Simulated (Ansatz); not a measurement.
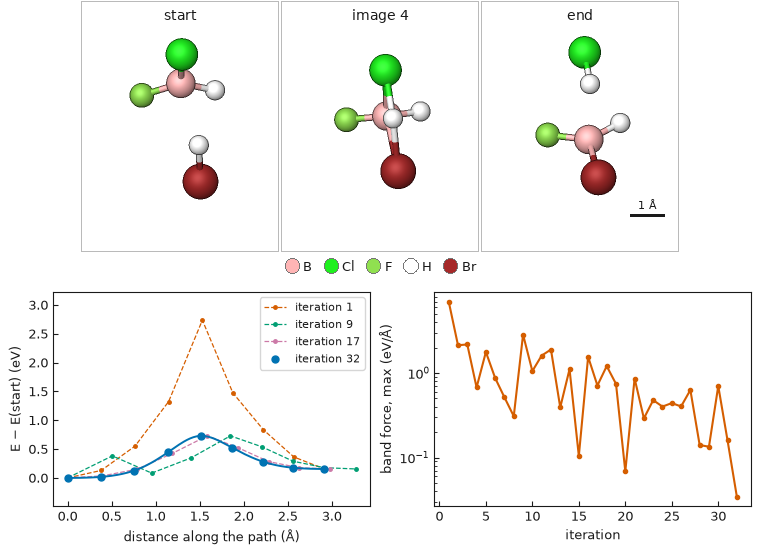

A nudged-elastic-band calculation for BH$_{2}$BrClF, made up of BHClF and HBr. Images are numbered from 0 (start) to 8 (end). The plot follows the band through its iterations. The picture is a ball-and-stick view, seen from a free direction.

Computed with RKS PBE0-D4/def2-SVP in Ansatz.

Input file:
```yaml
crystal:
  periodic: [false, false, false]
  atoms:
    - { symbol: B, position_ang: [0.006372, -0.345251, 0.045877] }
    - { symbol: Cl, position_ang: [0.018763, -0.769312, 1.75144] }
    - { symbol: F, position_ang: [1.144812, -0.338954, -0.600059] }
    - { symbol: H, position_ang: [-1.027206, -0.11999, -0.521866] }
    - { symbol: Br, position_ang: [0.075252, 2.946807, 0.867716] }
    - { symbol: H, position_ang: [0.060705, 2.1397, 2.040191] }
basis:
  gaussian: { orbitals: def2-SVP }
hamiltonian:
  xc: pbe0
  dispersion: d4
neb:
  order_check: false
  images: 7
  f_tol: 0.05
  max_iterations: 44
  final_atoms:
    - { symbol: B, position_ang: [0.03002747, 0.50580079, -0.41978162] }
    - { symbol: Cl, position_ang: [-0.03032638, -0.24810731, 2.60610806] }
    - { symbol: F, position_ang: [1.15438384, -0.12200947, -0.64933464] }
    - { symbol: H, position_ang: [-1.02920719, -0.04915389, -0.52123495] }
    - { symbol: Br, position_ang: [0.09644598, 2.38960644, -0.04956462] }
    - { symbol: H, position_ang: [0.05737428, 1.03686344, 2.61710677] }
  initial_path:
    images:
      - { positions_ang: [[0.006372, -0.345251, 0.045877], [0.018763, -0.769312, 1.75144], [1.144812, -0.338954, -0.600059], [-1.027206, -0.11999, -0.521866], [0.075252, 2.946807, 0.867716], [0.060705, 2.1397, 2.040191]] }
      - { positions_ang: [[0.00398645, -0.26142508, 0.03695188], [0.01206982, -0.56984333, 1.86853891], [1.14394372, -0.26175249, -0.6118109], [-1.02848816, -0.09311061, -0.53818083], [0.08570884, 2.76505811, 0.82818535], [0.06147734, 1.93407341, 1.99961458]] }
      - { positions_ang: [[0.00160089, -0.17759916, 0.02802675], [0.00537664, -0.37037467, 1.98563783], [1.14307544, -0.18455099, -0.6235628], [-1.02977032, -0.06623121, -0.55449565], [0.09616568, 2.58330921, 0.78865471], [0.06224968, 1.72844681, 1.95903817]] }
      - { positions_ang: [[-0.00078466, -0.09377324, 0.01910163], [-0.00131654, -0.170906, 2.10273674], [1.14220716, -0.10734948, -0.63531469], [-1.03105249, -0.03935182, -0.57081048], [0.10662251, 2.40156032, 0.74912406], [0.06302202, 1.52282022, 1.91846175]] }
      - { positions_ang: [[-0.00317022, -0.00994732, 0.0101765], [-0.00800972, 0.02856266, 2.21983565], [1.14133887, -0.03014798, -0.64706659], [-1.03233465, -0.01247242, -0.58712531], [0.11707935, 2.21981143, 0.70959342], [0.06379436, 1.31719363, 1.87788533]] }
      - { positions_ang: [[0.0051292, 0.11898971, -0.09731303], [-0.01358889, -0.04060483, 2.31640375], [1.14460011, -0.05311335, -0.6476336], [-1.03155278, -0.02164279, -0.57065272], [0.11192101, 2.26226018, 0.51980391], [0.06218934, 1.24711108, 2.06269069]] }
      - { positions_ang: [[0.01342862, 0.24792674, -0.20480256], [-0.01916805, -0.10977232, 2.41297185], [1.14786136, -0.07607872, -0.64820061], [-1.03077092, -0.03081315, -0.55418013], [0.10676267, 2.30470893, 0.3300144], [0.06058432, 1.17702853, 2.24749605]] }
      - { positions_ang: [[0.02172805, 0.37686376, -0.31229209], [-0.02474722, -0.17893981, 2.50953995], [1.1511226, -0.0990441, -0.64876762], [-1.02998905, -0.03998352, -0.53770754], [0.10160433, 2.34715769, 0.14022489], [0.0589793, 1.10694598, 2.43230141]] }
      - { positions_ang: [[0.03002747, 0.50580079, -0.41978162], [-0.03032638, -0.24810731, 2.60610806], [1.15438384, -0.12200947, -0.64933464], [-1.02920719, -0.04915389, -0.52123495], [0.09644598, 2.38960644, -0.04956462], [0.05737428, 1.03686344, 2.61710677]] }
```

Launched with:
```bash
ansatz run input.yaml --threads 2 --pin off --max-ram 3072MiB --backend cpu --events-out ev --progress --plain --runs-dir out
```

### Did the band converge, and can the barrier be trusted?

The result is final at these settings. The band converged in 32 iterations. The largest component of the band force went from 7 to 0.035 eV/Å. The climbing image converged on the top of the path. Its vibrational analysis gives one imaginary mode (646i cm⁻¹), as a transition state must have. The first iteration put the highest image at 2.74 eV. The highest point, image 4, lies 0.73 eV above the start and 0.57 eV above the end; the end is at +0.16 eV relative to the start.

Limits of the set-up: the start holds two separate molecules, 2.9 Å apart at their closest, whose relative position is a soft coordinate.

Cost: 13 min on 2 threads of Intel(R) Xeon(R) Platinum 8259CL CPU @ 2.50GHz (Skylake/Cascade Lake), on a shared host, peak memory 0.24 GiB.
